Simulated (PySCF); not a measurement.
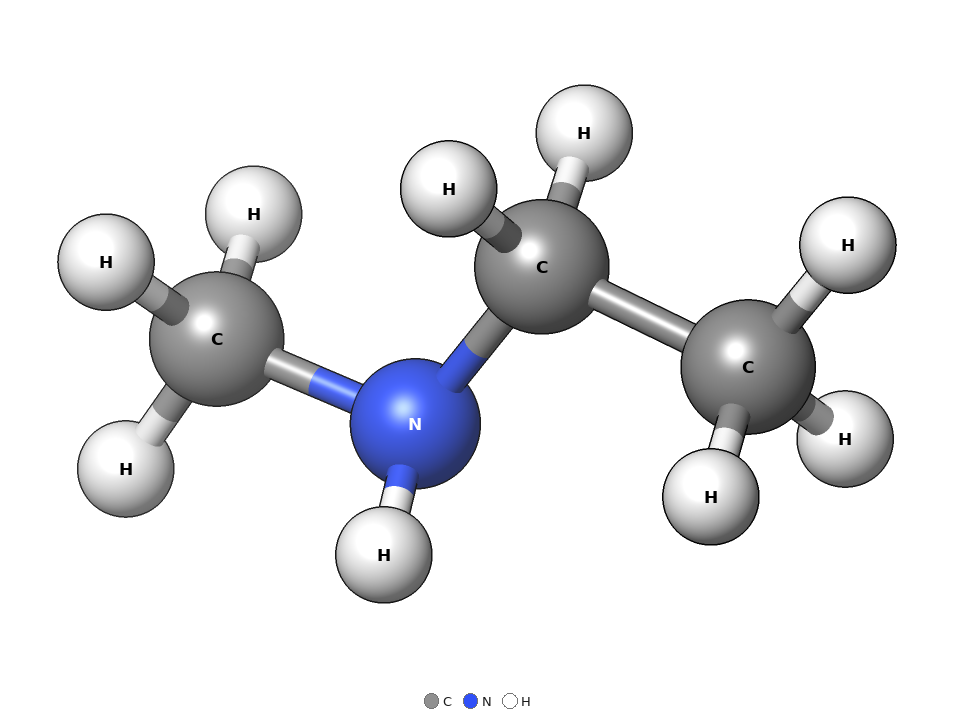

Ball-and-stick drawing of a structure.

The geometry was computed by an optimisation with PBE0-D3(BJ)/def2-SVP. No frequency run is at hand to confirm it as a minimum.

What does the picture show?

It has 13 atoms: 3 carbon, 9 hydrogen and 1 nitrogen (C3H9N). As SMILES it reads `CCNC`. It has no ring. Among its groups: secondary amine. The point group is C1. Coordination: 3 C tetrahedral; 1 N trigonal pyramidal.

More results for the same structure follow; atom numbers are the same in all pictures, views and colours differ.

### Shape

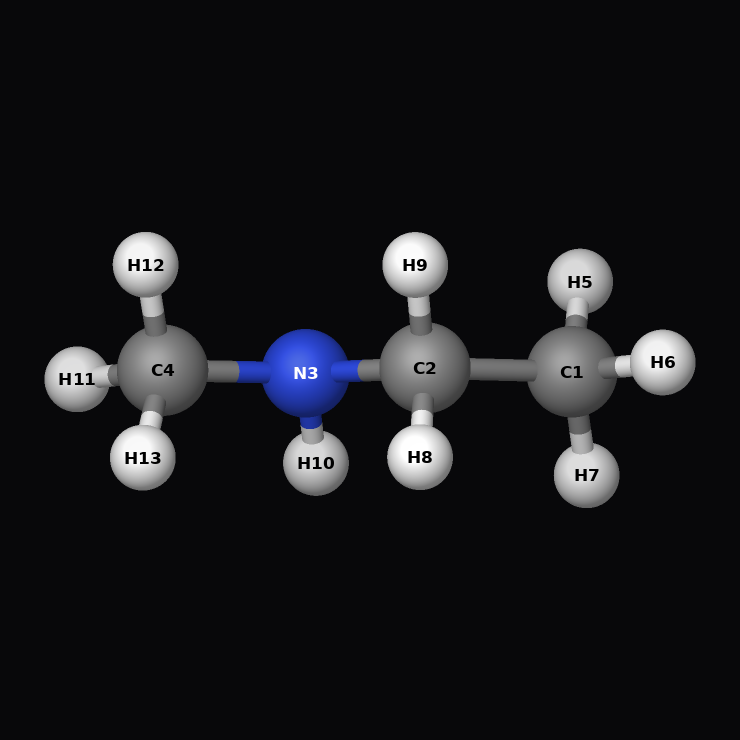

The atoms are numbered. No frequency run is at hand to confirm it as a minimum.

Give these bond angles: C2–C1–H5, C2–C1–H6, C2–C1–H7, C1–C2–N3, C1–C2–H8, C1–C2–H9, N3–C2–H8, N3–C2–H9, C2–N3–C4, C2–N3–H10, C4–N3–H10, N3–C4–H11, N3–C4–H12, N3–C4–H13.

| angle | degrees |
| --- | --- |
| C2–C1–H5 | 110.5 |
| C2–C1–H6 | 111.3 |
| C2–C1–H7 | 111.1 |
| C1–C2–N3 | 111.5 |
| C1–C2–H8 | 109.5 |
| C1–C2–H9 | 109.4 |
| N3–C2–H8 | 112.9 |
| N3–C2–H9 | 107.9 |
| C2–N3–C4 | 114.3 |
| C2–N3–H10 | 109.8 |
| C4–N3–H10 | 110.3 |
| N3–C4–H11 | 110.2 |
| N3–C4–H12 | 109.9 |
| N3–C4–H13 | 114.7 |

### Electronic properties

No frequency run is at hand to confirm it as a minimum. Method: B3LYP/pcJ-1, gas phase (PySCF 2.14.0).

Give the HOMO energy (Kohn–Sham orbital) at this level.

−6.03 eV.

Give the LUMO energy (Kohn–Sham orbital) at this level.

1.26 eV.

Give the dipole moment at this level.

0.89 D.

### NMR shielding

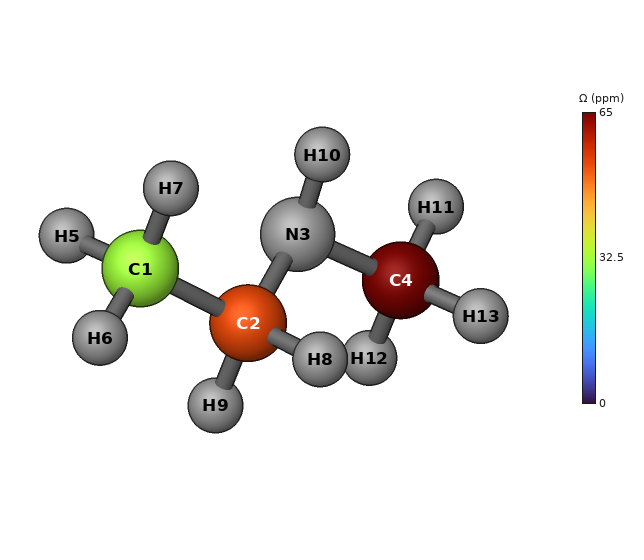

The C atoms are coloured by the span of their shielding tensor. No frequency run is at hand to confirm it as a minimum. Properties computed with GIAO PBE0/pcSseg-1 NMR shielding, non-relativistic, gas phase (PySCF 2.14.0). Principal shieldings σ11 ≤ σ22 ≤ σ33, span Ω = σ33 − σ11, skew κ = 3(σiso − σ22)/Ω.

Which C atom has the most anisotropic shielding?

C4, with a span of 65 ppm.

Give the shielding tensors of the C atoms.

| atom | σ11 | σ22 | σ33 | σiso | Ω | κ |
| --- | --- | --- | --- | --- | --- | --- |
| C1 | 152.6 | 162.1 | 184.9 | 166.6 | 32.3 | 0.41 |
| C2 | 113.3 | 126.4 | 167.0 | 135.6 | 53.6 | 0.51 |
| C4 | 119.6 | 133.8 | 184.1 | 145.8 | 64.6 | 0.56 |

Shieldings and span in ppm.

### Spin–spin coupling

No frequency run is at hand to confirm it as a minimum. Properties computed with B3LYP/pcJ-1 indirect spin-spin coupling, non-relativistic, gas phase (PySCF 2.14.0). Isotopes: 13C, 1H, 15N.

Give the spin–spin coupling constants of these pairs, with the number of bonds between them: N3/C4, N3/H10, C1/N3, N3/H9, N3/H11, N3/H5, N3/H7, N3/H6.

| pair | bonds apart | J (Hz) |
| --- | --- | --- |
| N3, C4 | 1 | −5.5 |
| N3, H10 | 1 | −69.8 |
| C1, N3 | 2 | −3.5 |
| N3, H9 | 2 | −3.3 |
| N3, H11 | 2 | −2.4 |
| N3, H5 | 3 | −1.4 |
| N3, H7 | 3 | −1.8 |
| N3, H6 | 3 | −8.6 |
